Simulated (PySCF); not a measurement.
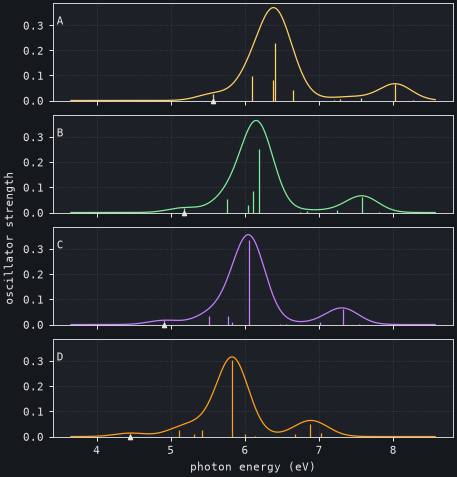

Vertical TDDFT spectra of C₅H₁₁N, SMILES C=CN(C)CC at one geometry and several levels (PySCF, at a PBE0-D3(BJ)/def2-SVP geometry (no frequency check)); sticks with Gaussians of 1/e half-width 0.30 eV, the triangle marks S1, which has the same leading orbital pair at all these levels. Only the lowest states were computed, so the high end is incomplete.

The levels are B3LYP/def2-SVPD, BHandHLYP/def2-SVPD, PBE/def2-SVPD and PBE0/def2-SVPD. Which panel is which?

A: BHandHLYP/def2-SVPD (S1 at 5.57 eV); B: PBE0/def2-SVPD (S1 at 5.17 eV); C: B3LYP/def2-SVPD (S1 at 4.91 eV); D: PBE/def2-SVPD (S1 at 4.45 eV).

Caveats, for all or some of the runs: core orbitals are frozen in the response; one conformer of a flexible molecule; states above the negative HOMO energy depend on the basis.
